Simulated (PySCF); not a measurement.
**Run report: S2F2, excited-state calculation**

- system: S2F2 (Thio-thionyl fluoride), SMILES FS(F)=S
- method: TDDFT PBE0/6-31+G*, vertical, gas phase, core orbitals frozen in the response (PySCF 2.14.0)

The geometry comes from this level: PBE0-D3(BJ)/def2-SVP.

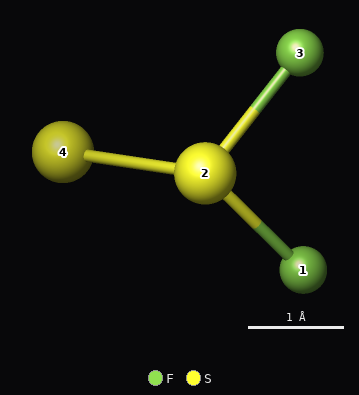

*The structure (ball-and-stick view, seen at a tilt; atoms are numbered from 1 in the order of the input).*

Bond lengths as drawn: F–S 1.63 Å and S–S 1.87 Å.

## Results in brief

- outcome: converged
- total energy: −995.525886 hartree
- HOMO: −8.35 eV
- LUMO: −2.66 eV
- dipole moment: 1.30 D
- mean polarisability: 39.50 a.u.
- lowest singlet excitation: 4.05 eV
- hardware: 1 CPU thread, shared host
- wall time: 5.9 s
- peak memory: 0.38 GiB

## The input
```
{"job": {"kind": "uv", "xc": "PBE0", "basis": "6-31+G*"}, "charge": 0, "multiplicity": 1}
F      1.408679    -0.144507    -0.467377
S      0.128496     0.002123     0.534245
F     -0.344932     1.385481    -0.190978
S     -1.108953    -1.333527     0.093649
```

The first line tells a small driver script what to run in PySCF; the rest is the geometry in Å.

Command:
```bash
OMP_NUM_THREADS=1 python <driver script> task.json out
```

## What the program printed
```
coarse grid: 5424 points
cycle   1  E = -995.4472339539  dE =  7.421e-01  |g| = 6.908e-01  |ddm| = 2.892e+00
cycle   2  E = -995.2249252392  dE =  2.223e-01  |g| = 1.210e+00  |ddm| = 2.294e+00
cycle   3  E = -995.5476121552  dE = -3.227e-01  |g| = 1.162e-01  |ddm| = 1.786e+00
cycle   4  E = -995.5504074873  dE = -2.795e-03  |g| = 7.330e-02  |ddm| = 3.369e-01
cycle   5  E = -995.5518557426  dE = -1.448e-03  |g| = 8.993e-03  |ddm| = 1.175e-01
cycle   6  E = -995.5518745041  dE = -1.876e-05  |g| = 7.810e-04  |ddm| = 1.555e-02
cycle   7  E = -995.5518747373  dE = -2.332e-07  |g| = 2.690e-04  |ddm| = 2.695e-03
final grid: 46704 points
cycle   8  E = -995.5258841550  dE = -1.145e-05  |g| = 2.403e-03  |ddm| = 2.969e-02
cycle   9  E = -995.5258849692  dE = -8.142e-07  |g| = 1.728e-03  |ddm| = 6.843e-03
cycle  10  E = -995.5258858332  dE = -8.640e-07  |g| = 3.994e-04  |ddm| = 3.088e-03
cycle  11  E = -995.5258858596  dE = -2.638e-08  |g| = 1.145e-04  |ddm| = 4.003e-04
cycle  12  E = -995.5258858616  dE = -2.085e-09  |g| = 4.921e-05  |ddm| = 2.460e-04
cycle  13  E = -995.5258858623  dE = -6.351e-10  |g| = 2.450e-05  |ddm| = 1.489e-04
```

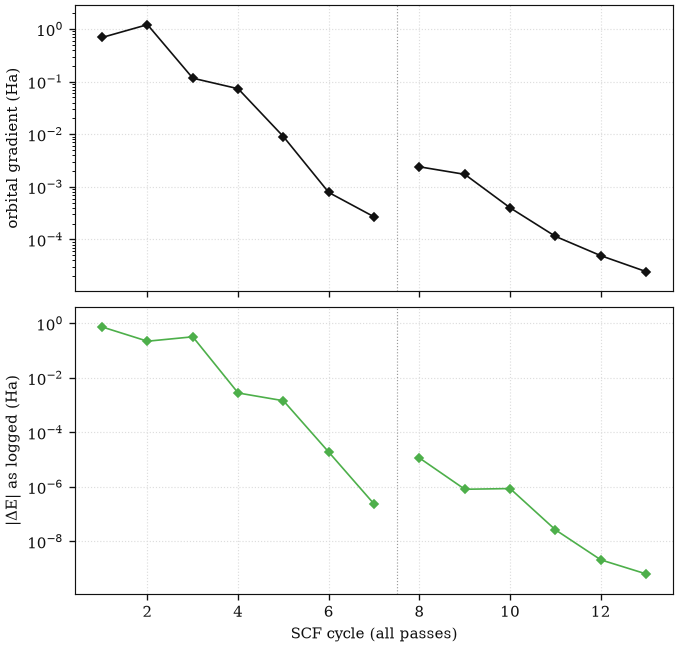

*Convergence of the self-consistent field: orbital gradient and size of the energy change against the SCF cycle. The dotted line marks the change from a coarse to the final integration grid.*

The first 7 cycles use a coarse grid, the final grid takes over at cycle 8, and the field converges after 13 cycles in all.

```
converged SCF energy = -995.5258858623

Static polarisability (au): isotropic 39.498, principal 28.547 31.849 58.097

Singlet excitations
state   eV       nm        f      main configurations
  1   4.0500    306.1   0.00393   H->L 0.99
  2   5.1314    241.6   0.00636   H-1->L 0.58, H->L+1 0.41
  3   5.9950    206.8   0.00076   H-1->L+1 0.99
  4   6.1871    200.4   0.04084   H->L+2 0.48, H->L+1 0.28, H-1->L 0.18
  5   6.2750    197.6   0.00298   H-2->L 0.98
  6   6.7976    182.4   0.19227   H->L+2 0.47, H->L+1 0.20, H-1->L 0.13
  7   7.0653    175.5   0.00001   H-1->L+2 0.97
  8   7.6788    161.5   0.05896   H-2->L+1 0.79
  9   7.7024    161.0   0.07165   H->L+3 0.97
 10   8.1624    151.9   0.00666   H-3->L 0.98

Triplet excitations (Tamm-Dancoff, eV): 3.4738 3.8170 4.7624 5.3356
```

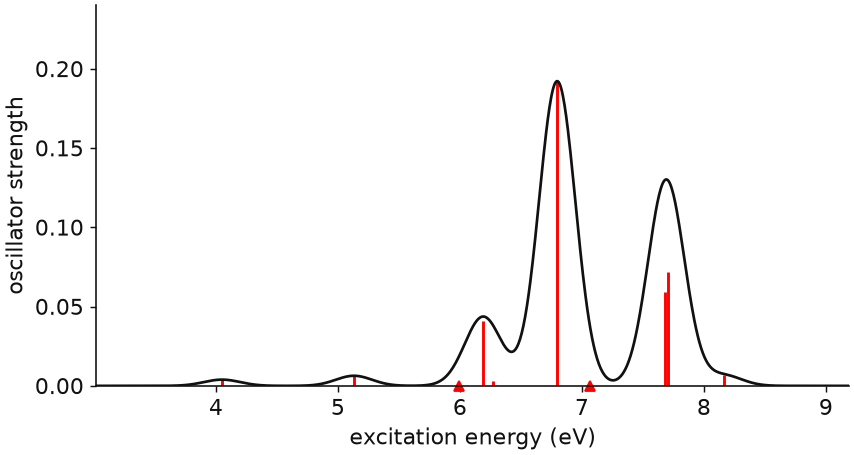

*Computed excitations as sticks (degenerate states added up, dark ones marked on the axis), with a Gaussian envelope of 0.35 eV full width at half maximum, scaled to the tallest.*

Of the 10 states the lowest lies at 4.05 eV (f = 0.004); the strongest line is at 6.80 eV, or 182 nm (f = 0.192).

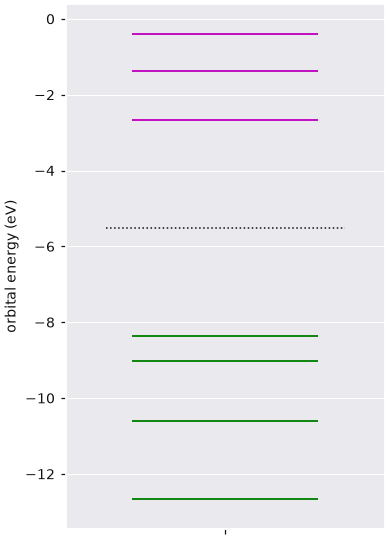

*Orbital energies near the frontier; the dotted line parts filled from empty levels, and levels within 0.02 eV of each other stand side by side.*

Highest filled −8.35 eV, lowest empty −2.66 eV, 5.69 eV apart.
